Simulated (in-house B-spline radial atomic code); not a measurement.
The Zn⁺ ion; electrons: [Ar] 3d10 4s1. The calculation used an in-house B-spline radial code at this level: non-relativistic Hartree-Fock, average of configuration, point nucleus, basis-set limit.

```
Z = 30
electrons = 29.0
configuration = [Ar] 3d10 4s1
hamiltonian = nr
method = hf
spin_polarised = False
```

Wanted: the electron density ρ(r) on a logarithmic scale.

The density falls from 18000 electrons/bohr³ at the inner end (r = 0.00067 bohr) to 0.001 at r = 3.69 bohr, a common measure of the size of an atom or ion. The highest occupied orbital, 4s (⟨r⟩ = 2.57 bohr, −16.6 eV), is also the most diffuse and sets the fall-off far out: over the last part drawn ln ρ falls by 1.9 per bohr, against 2√(−2ε) = 2.2 for the pure exponential. At the nucleus d ln ρ/dr is −60 per bohr, near the cusp value −2Z = −60. The steps in the slope mark the shells; the radial density has its minima at 0.077 and 0.36 bohr.

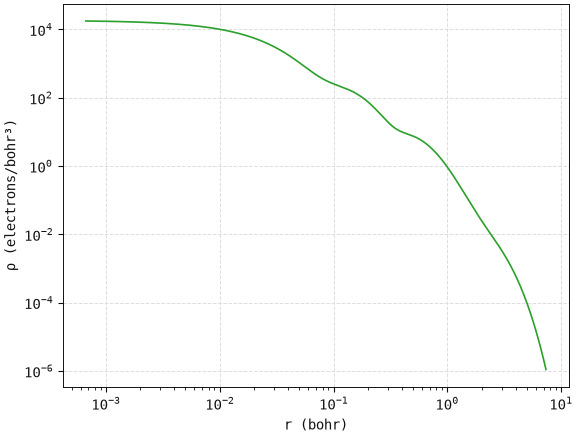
